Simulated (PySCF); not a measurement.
# Run report: CH8BOPSi, geometry relaxation

- system: CH8BOPSi
- method: PBE0-D3(BJ)/def2-SVP geometry optimisation, gas phase (PySCF 2.14.0)

It belongs to a series of runs on one base structure; here: H on Si replaced by OCH3.

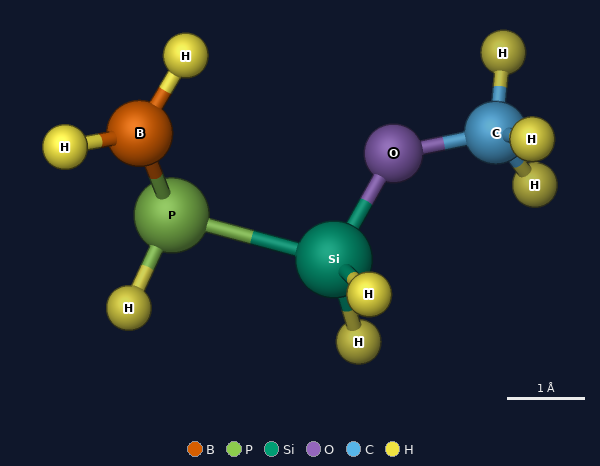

Fig. 1: The input geometry (ball-and-stick view, seen at a tilt).

The input:
```
{"job": {"xc": "PBE0", "basis": "def2-SVP", "d3": "d3bj", "grid": 1, "shake": 0.01, "kind": "geom"}, "charge": 0, "multiplicity": 1}
B     -2.681310     0.208240    -0.202350
P     -1.499230    -0.511120    -1.365330
Si     0.365380    -0.885820    -0.260180
O      0.977210     0.625660    -0.096400
C      2.125230     1.045190     0.496800
H     -3.786450    -0.196800    -0.110100
H     -2.405630     1.231810     0.329200
H     -1.901730    -1.806860    -1.503850
H      1.260390    -1.711030    -1.064470
H      0.260700    -1.545070     1.070110
H      2.117550     0.815740     1.582950
H      2.999640     0.571690     0.054500
H      2.174050     2.141480     0.365550
```

The first line tells a small driver script what to run in PySCF; the rest is the geometry in Å.

Command:
```bash
OMP_NUM_THREADS=1 python <driver script> task.json out
```

Output:
```
step   0  E = -773.11875755  max force = 0.027038
step   1  E = -773.12634888  max force = 0.005698
step   2  E = -773.12674332  max force = 0.002697
step   3  E = -773.12682025  max force = 0.001549
step   4  E = -773.12686391  max force = 0.001173
step   5  E = -773.12688726  max force = 0.000941
step   6  E = -773.12690790  max force = 0.000839
step   7  E = -773.12692979  max force = 0.000779
step   8  E = -773.12695447  max force = 0.001228
step   9  E = -773.12697750  max force = 0.001392
step  10  E = -773.12699171  max force = 0.000879
step  11  E = -773.12699241  max force = 0.000344
optimisation converged
```

Trajectory as extended XYZ (Å, eV, eV/Å), 12 frames, from step=0 to step=11:
```
13
Properties=species:S:1:pos:R:3:forces:R:3 step=0 energy=-21037.63295
B    -2.6813    0.2082   -0.2024   -0.3434   0.5225   0.3620
P    -1.4992   -0.5111   -1.3653    0.7139   0.5108  -0.6545
Si    0.3654   -0.8858   -0.2602    0.1102   0.2615   0.3964
O     0.9772    0.6257   -0.0964   -1.2584   0.0315  -0.6805
C     2.1252    1.0452    0.4968    0.3536   0.6715   0.9304
H    -3.7864   -0.1968   -0.1101   -0.5892  -0.3035   0.0094
H    -2.4056    1.2318    0.3292    0.2315   0.3744   0.3546
H    -1.9017   -1.8069   -1.5038   -0.5314  -1.3903  -0.2974
H     1.2604   -1.7110   -1.0645    0.3331  -0.5176  -0.4880
H     0.2607   -1.5451    1.0701   -0.1816  -0.0909   0.1585
H     2.1176    0.8157    1.5830    0.1843   0.1368  -0.0387
H     2.9996    0.5717    0.0545    0.6372  -0.0834  -0.1948
H     2.1740    2.1415    0.3655    0.3403  -0.1233   0.1425
13
Properties=species:S:1:pos:R:3:forces:R:3 step=1 energy=-21037.83952
B    -2.5575    0.1372   -0.1059    0.0000  -0.1068  -0.0964
P    -1.3614   -0.6205   -1.3129   -0.1396  -0.1338   0.0096
Si    0.5641   -0.8042   -0.1844    0.0201  -0.1870   0.0001
O     1.1463    0.7361   -0.0241    0.2006   0.2452   0.0494
C     2.3284    1.1415    0.6282   -0.1572  -0.2679  -0.2066
H    -3.6913   -0.2672   -0.0372   -0.0179   0.0060   0.0041
H    -2.2090    1.1112    0.5077    0.0353   0.0717   0.0483
H    -1.7721   -1.9904   -1.4507    0.1332   0.2930   0.0427
H     1.4619   -1.6825   -1.0051    0.0124   0.0453   0.0661
H     0.3823   -1.4387    1.1590    0.0644  -0.0036   0.0191
H     2.3383    0.8363    1.6881   -0.0176  -0.0129   0.0642
H     3.2295    0.7194    0.1418   -0.0751   0.0321   0.0245
H     2.4024    2.2374    0.5860   -0.0584   0.0188  -0.0251
13
Properties=species:S:1:pos:R:3:forces:R:3 step=2 energy=-21037.85026
B    -2.5505    0.1436   -0.1032    0.0048  -0.0047   0.0100
P    -1.3543   -0.6085   -1.3102    0.0025  -0.0134   0.0232
Si    0.5696   -0.8153   -0.1833   -0.0369  -0.1112   0.0011
O     1.1368    0.7309   -0.0340    0.0313   0.1387  -0.0293
C     2.3103    1.1298    0.6214   -0.1042  -0.0639  -0.0493
H    -3.6888   -0.2503   -0.0356    0.0007   0.0014  -0.0121
H    -2.1937    1.1135    0.5194    0.0028   0.0044   0.0033
H    -1.7564   -1.9665   -1.4521    0.0069   0.0361  -0.0116
H     1.4815   -1.6812   -0.9962    0.0068  -0.0041   0.0153
H     0.4085   -1.4445    1.1660    0.0280  -0.0055   0.0033
H     2.3113    0.8288    1.6847    0.0148   0.0067   0.0125
H     3.2119    0.7090    0.1405    0.0121   0.0048   0.0091
H     2.3757    2.2264    0.5729    0.0303   0.0108   0.0245
13
Properties=species:S:1:pos:R:3:forces:R:3 step=3 energy=-21037.85235
B    -2.5451    0.1468   -0.0967   -0.0037   0.0163   0.0021
P    -1.3523   -0.6048   -1.3066    0.0372   0.0220   0.0303
Si    0.5722   -0.8201   -0.1849   -0.0211  -0.0474   0.0021
O     1.1313    0.7325   -0.0460   -0.0135   0.0797  -0.0441
C     2.2997    1.1258    0.6171   -0.0212  -0.0204   0.0274
H    -3.6861   -0.2409   -0.0414    0.0000   0.0041   0.0024
H    -2.1856    1.1124    0.5324   -0.0027  -0.0175  -0.0020
H    -1.7587   -1.9568   -1.4583   -0.0239  -0.0314  -0.0205
H     1.4887   -1.6842   -0.9934    0.0017  -0.0084  -0.0017
H     0.4260   -1.4441    1.1688    0.0099   0.0025  -0.0008
H     2.2918    0.8274    1.6818    0.0095   0.0027   0.0009
H     3.2038    0.6994    0.1464    0.0207  -0.0019  -0.0021
H     2.3763    2.2223    0.5710    0.0070  -0.0003   0.0059
13
Properties=species:S:1:pos:R:3:forces:R:3 step=4 energy=-21037.85354
B    -2.5402    0.1496   -0.0918    0.0053   0.0094   0.0091
P    -1.3511   -0.6032   -1.3044    0.0082   0.0109   0.0205
Si    0.5754   -0.8226   -0.1900    0.0015   0.0047   0.0083
O     1.1293    0.7358   -0.0625   -0.0314  -0.0012  -0.0448
C     2.2906    1.1215    0.6154    0.0424   0.0201   0.0603
H    -3.6855   -0.2257   -0.0404    0.0022  -0.0004  -0.0053
H    -2.1711    1.1043    0.5477   -0.0014  -0.0064  -0.0014
H    -1.7677   -1.9504   -1.4694   -0.0152  -0.0287  -0.0182
H     1.4935   -1.6893   -0.9941   -0.0067  -0.0023  -0.0109
H     0.4424   -1.4379    1.1691   -0.0023   0.0069   0.0001
H     2.2678    0.8280    1.6817   -0.0027  -0.0054  -0.0082
H     3.1999    0.6880    0.1603    0.0041  -0.0037  -0.0060
H     2.3785    2.2175    0.5689   -0.0039  -0.0040  -0.0035
13
Properties=species:S:1:pos:R:3:forces:R:3 step=5 energy=-21037.85417
B    -2.5361    0.1517   -0.0857   -0.0002  -0.0020  -0.0101
P    -1.3522   -0.6023   -1.3021   -0.0077   0.0005   0.0147
Si    0.5776   -0.8223   -0.1955    0.0122   0.0230   0.0054
O     1.1319    0.7383   -0.0767   -0.0206  -0.0374  -0.0338
C     2.2871    1.1183    0.6161    0.0454   0.0238   0.0484
H    -3.6837   -0.2172   -0.0418   -0.0016   0.0021   0.0043
H    -2.1623    1.0998    0.5603    0.0007  -0.0034   0.0013
H    -1.7766   -1.9469   -1.4780    0.0007  -0.0032  -0.0075
H     1.4921   -1.6933   -0.9992   -0.0074   0.0010  -0.0094
H     0.4524   -1.4291    1.1680   -0.0046   0.0062   0.0012
H     2.2482    0.8279    1.6827   -0.0047  -0.0058  -0.0071
H     3.2001    0.6776    0.1746   -0.0059  -0.0003  -0.0037
H     2.3833    2.2134    0.5677   -0.0064  -0.0044  -0.0037
13
Properties=species:S:1:pos:R:3:forces:R:3 step=6 energy=-21037.85473
B    -2.5341    0.1534   -0.0813    0.0007  -0.0098  -0.0060
P    -1.3543   -0.6003   -1.3012   -0.0234  -0.0039   0.0053
Si    0.5799   -0.8210   -0.2030    0.0096   0.0267   0.0048
O     1.1390    0.7391   -0.0926    0.0085  -0.0431  -0.0132
C     2.2861    1.1148    0.6187    0.0159   0.0112   0.0166
H    -3.6840   -0.2081   -0.0373   -0.0002  -0.0005  -0.0002
H    -2.1533    1.0942    0.5707    0.0023   0.0060   0.0021
H    -1.7836   -1.9427   -1.4870    0.0137   0.0124  -0.0013
H     1.4870   -1.6987   -1.0077   -0.0072   0.0016  -0.0054
H     0.4594   -1.4186    1.1650   -0.0021   0.0026   0.0011
H     2.2271    0.8278    1.6851   -0.0030  -0.0039  -0.0016
H     3.2032    0.6666    0.1934   -0.0083   0.0028  -0.0011
H     2.3895    2.2091    0.5675   -0.0066  -0.0020  -0.0011
13
Properties=species:S:1:pos:R:3:forces:R:3 step=7 energy=-21037.85533
B    -2.5328    0.1559   -0.0753   -0.0044  -0.0117  -0.0070
P    -1.3576   -0.5947   -1.3002   -0.0175   0.0007  -0.0003
Si    0.5819   -0.8195   -0.2123   -0.0023   0.0165  -0.0005
O     1.1516    0.7372   -0.1106    0.0401  -0.0317   0.0107
C     2.2873    1.1100    0.6230   -0.0273   0.0002  -0.0211
H    -3.6843   -0.2009   -0.0330   -0.0004  -0.0006   0.0023
H    -2.1474    1.0913    0.5818    0.0021   0.0066   0.0018
H    -1.7887   -1.9350   -1.4974    0.0168   0.0175   0.0032
H     1.4765   -1.7071   -1.0199   -0.0040  -0.0005   0.0003
H     0.4650   -1.4074    1.1602    0.0023  -0.0011   0.0004
H     2.2042    0.8274    1.6887    0.0008  -0.0020   0.0037
H     3.2097    0.6549    0.2174   -0.0055   0.0039   0.0013
H     2.3964    2.2033    0.5679   -0.0005   0.0021   0.0053
13
Properties=species:S:1:pos:R:3:forces:R:3 step=8 energy=-21037.85600
B    -2.5330    0.1599   -0.0686   -0.0061  -0.0085   0.0019
P    -1.3612   -0.5827   -1.3000   -0.0031   0.0075  -0.0067
Si    0.5839   -0.8184   -0.2243   -0.0184   0.0022  -0.0043
O     1.1719    0.7313   -0.1333    0.0616  -0.0078   0.0299
C     2.2901    1.1033    0.6292   -0.0631  -0.0111  -0.0502
H    -3.6857   -0.1930   -0.0263    0.0009  -0.0020   0.0003
H    -2.1430    1.0889    0.5951    0.0005   0.0060   0.0004
H    -1.7916   -1.9203   -1.5129    0.0114   0.0116   0.0033
H     1.4594   -1.7214   -1.0355   -0.0006  -0.0031   0.0046
H     0.4699   -1.3951    1.1532    0.0060  -0.0033  -0.0004
H     2.1762    0.8260    1.6932    0.0058   0.0001   0.0083
H     3.2201    0.6416    0.2500    0.0018   0.0041   0.0033
H     2.4047    2.1957    0.5704    0.0034   0.0044   0.0095
13
Properties=species:S:1:pos:R:3:forces:R:3 step=9 energy=-21037.85663
B    -2.5340    0.1655   -0.0610   -0.0067  -0.0027   0.0083
P    -1.3639   -0.5626   -1.3011    0.0156   0.0123  -0.0116
Si    0.5853   -0.8188   -0.2375   -0.0289  -0.0111  -0.0046
O     1.2001    0.7201   -0.1585    0.0631   0.0139   0.0352
C     2.2944    1.0944    0.6369   -0.0716  -0.0123  -0.0573
H    -3.6872   -0.1858   -0.0216    0.0009  -0.0019   0.0006
H    -2.1418    1.0869    0.6126   -0.0019   0.0011  -0.0007
H    -1.7928   -1.8964   -1.5359    0.0000   0.0007   0.0013
H     1.4353   -1.7429   -1.0516    0.0023  -0.0047   0.0063
H     0.4731   -1.3831    1.1454    0.0063  -0.0028  -0.0008
H     2.1464    0.8230    1.6981    0.0077  -0.0001   0.0086
H     3.2346    0.6291    0.2891    0.0073   0.0024   0.0032
H     2.4124    2.1863    0.5754    0.0059   0.0052   0.0116
13
Properties=species:S:1:pos:R:3:forces:R:3 step=10 energy=-21037.85701
B    -2.5358    0.1715   -0.0542   -0.0029   0.0011   0.0130
P    -1.3641   -0.5351   -1.3044    0.0224   0.0109  -0.0155
Si    0.5854   -0.8203   -0.2495   -0.0260  -0.0147   0.0013
O     1.2340    0.7046   -0.1835    0.0410   0.0235   0.0193
C     2.3001    1.0842    0.6450   -0.0452  -0.0080  -0.0343
H    -3.6891   -0.1799   -0.0213    0.0004  -0.0013  -0.0005
H    -2.1436    1.0819    0.6348   -0.0041  -0.0026  -0.0008
H    -1.7928   -1.8629   -1.5681   -0.0094  -0.0079  -0.0016
H     1.4061   -1.7701   -1.0637    0.0032  -0.0038   0.0046
H     0.4725   -1.3706    1.1390    0.0023   0.0004  -0.0007
H     2.1186    0.8170    1.7023    0.0067  -0.0012   0.0052
H     3.2519    0.6193    0.3303    0.0083   0.0009   0.0016
H     2.4186    2.1761    0.5836    0.0031   0.0029   0.0084
13
Properties=species:S:1:pos:R:3:forces:R:3 step=11 energy=-21037.85703
B    -2.5387    0.1764   -0.0490    0.0018   0.0009   0.0106
P    -1.3617   -0.5005   -1.3104    0.0148   0.0054  -0.0163
Si    0.5839   -0.8209   -0.2592   -0.0114  -0.0114   0.0094
O     1.2737    0.6862   -0.2077    0.0086   0.0177  -0.0078
C     2.3085    1.0722    0.6538   -0.0022  -0.0003   0.0039
H    -3.6918   -0.1764   -0.0289   -0.0008   0.0002  -0.0003
H    -2.1499    1.0707    0.6629   -0.0048  -0.0042  -0.0002
H    -1.7923   -1.8198   -1.6106   -0.0108  -0.0091  -0.0028
H     1.3718   -1.8012   -1.0694    0.0029  -0.0013   0.0018
H     0.4662   -1.3539    1.1357   -0.0039   0.0047   0.0000
H     2.0950    0.8065    1.7058    0.0026  -0.0029  -0.0001
H     3.2726    0.6116    0.3722    0.0039  -0.0002  -0.0016
H     2.4247    2.1648    0.5953   -0.0008   0.0004   0.0034
```

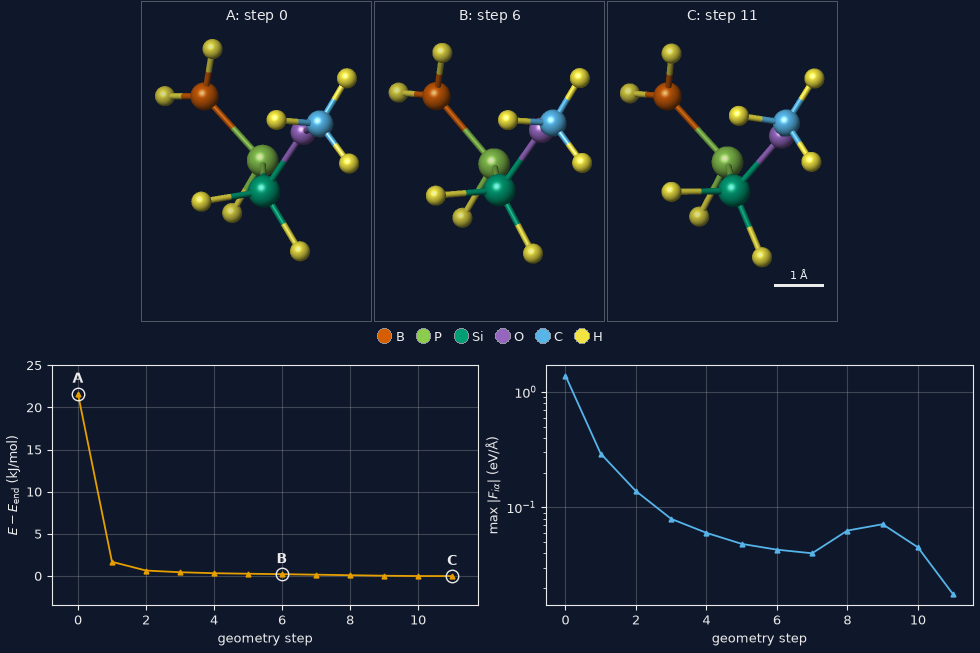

Fig. 2: Frames of the relaxation (ball-and-stick view, seen at a tilt) above the curves, on which the letters mark them (steps are counted from 0).

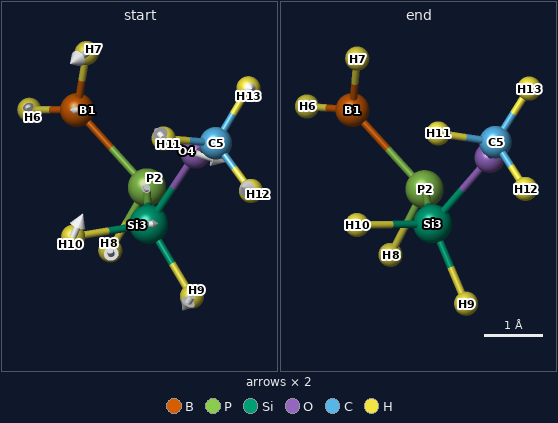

Fig. 3: Before (left) and after (right) the relaxation, at one scale (ball-and-stick view, seen at a tilt). The white arrows give the displacements, magnified 2 times. After 11 geometry steps the energy has fallen by 21.6 kJ/mol. The largest force component goes from 1.4 to 0.018 eV/Å. The atom that moves furthest after the best rigid fit is O4 (0.27 Å). Largest moves by element: O 0.27 Å, H 0.25 Å, Si 0.08 Å, P 0.06 Å, B 0.06 Å, C 0.03 Å. Among the contacts that change: P2–H8 1.364 → 1.420 Å, B1–P2 1.808 → 1.853 Å, O4–C5 1.359 → 1.401 Å, Si3–H9 1.459 → 1.496 Å. Among the angles that change: Si3–P2–H8 98.0° → 103.3°, Si3–O4–C5 130.1° → 125.2°, P2–Si3–H10 117.7° → 114.9°. (Atoms are counted from 1 in the order of the input.)

Summary:

```csv
quantity,value
outcome,converged
total energy,−773.126992 hartree
dipole moment,1.91 D
point group,C1
hardware,"1 CPU thread, shared host"
wall time,60 s
peak memory,0.51 GiB
```
